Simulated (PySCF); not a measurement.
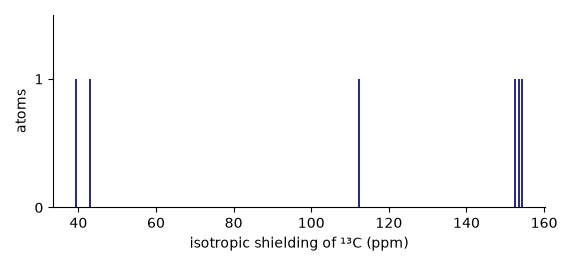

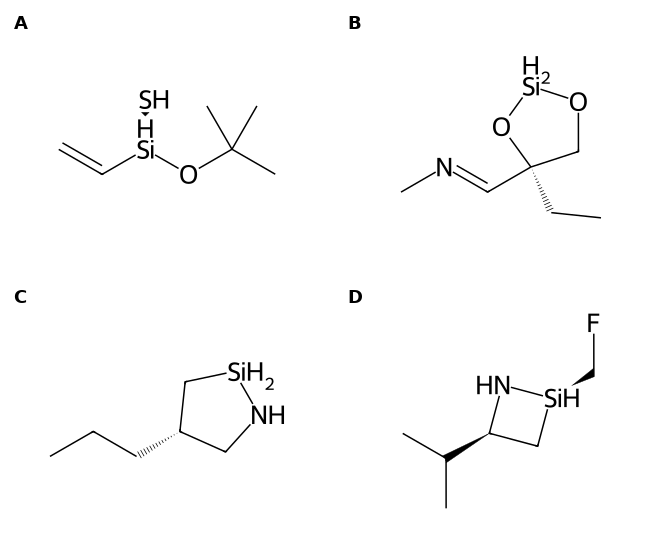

The sticks are computed shieldings of one of the molecules, for one fixed geometry (GFN2-xTB) without averaging over rotations. Low shielding means a high chemical shift. Method: GIAO PBE0/pcSseg-1 NMR shielding, non-relativistic, gas phase (PySCF 2.14.0).

> Which molecule gives this pattern?

A, `C=C[Si@@H](S)OC(C)(C)C`. Its 6 C atoms give lines at 39.3, 42.9, 112.3, 152.6, 153.5, 154.4 ppm.

The geometry is semi-empirical. Around Si such bond lengths and angles can be off by a tenth of an ångström or more and by several degrees, and values that hang on the shape move with them.
